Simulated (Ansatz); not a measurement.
System: rhombohedral A7 Sb. Method: PBE-D4 (plane waves, PAW; Ansatz, an electronic-structure program).

Numerical settings: plane-wave cutoff 520 eV, 16×16×16 k mesh, Fermi–Dirac smearing 0.05 eV, scalar-relativistic PAW data made under PBE.

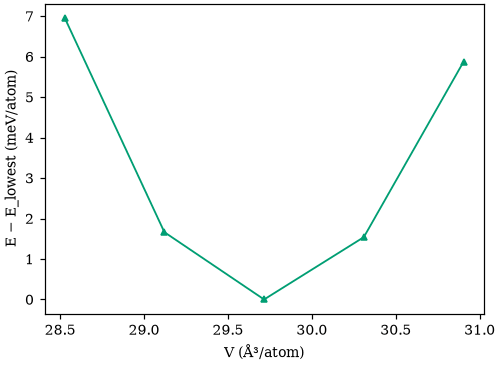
Figure: Total energy against volume

Q: From the curve, estimate the equilibrium volume and the bulk modulus.

A: V0 ≈ 29.7 Å³/atom and B0 ≈ 43 GPa; the fit gives V0 = 29.714 Å³/atom, B0 = 43.0 GPa, B′ = 5.6.

Shape and atoms are relaxed at each volume.

Measured, for comparison: bulk modulus 39.5 GPa (copied from a table, unchecked, extrapolated to 0 K and zero-point effects removed; as tabulated in Lejaeghere et al. (2013), arXiv:1204.2733). Computed (rounded) less measured: bulk modulus not scored (unchecked).

Note: the bulk modulus comes from volumes at which shape and atoms were relaxed.

Spin–orbit coupling is not included.

Static lattice: no zero-point or thermal effects.
